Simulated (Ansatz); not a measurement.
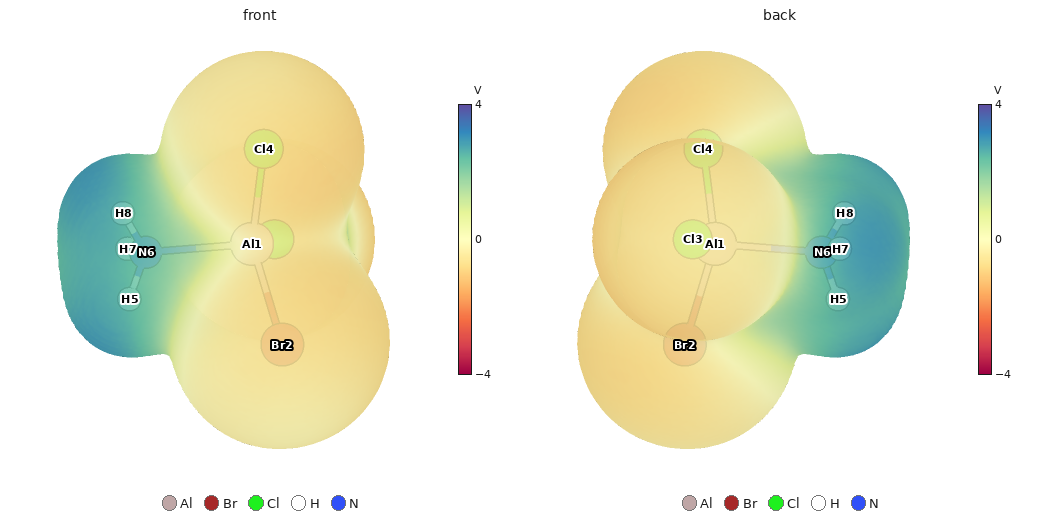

AlBrCl₂H₃N. The electrostatic potential painted on the density surface at 0.002 e/bohr³, seen from the front and from behind; red is negative and blue positive.

All numbers below come from RKS revPBE/def2-SVP in Ansatz.

```xyz
8

Al   -0.4991   -0.2277   -0.8510
Br    0.4734    1.2621   -2.3155
Cl    0.0226   -2.2957   -1.0912
Cl   -2.5222    0.1810   -0.2623
H     1.2366    0.9151    0.7385
N     0.4977    0.2122    0.8932
H     0.9416   -0.6327    1.2848
H    -0.1506    0.5857    1.6035
```

### Which sites attract a positive test charge, and which a negative one?

A positive charge is drawn to the negative regions and a negative charge to the positive ones. The most negative region (about −0.9 V, or −21 kcal/mol for a unit charge) lies over Cl3 and Cl4, the most positive (about +2.9 V, or +67 kcal/mol for a unit charge) over H5, H7 and H8.
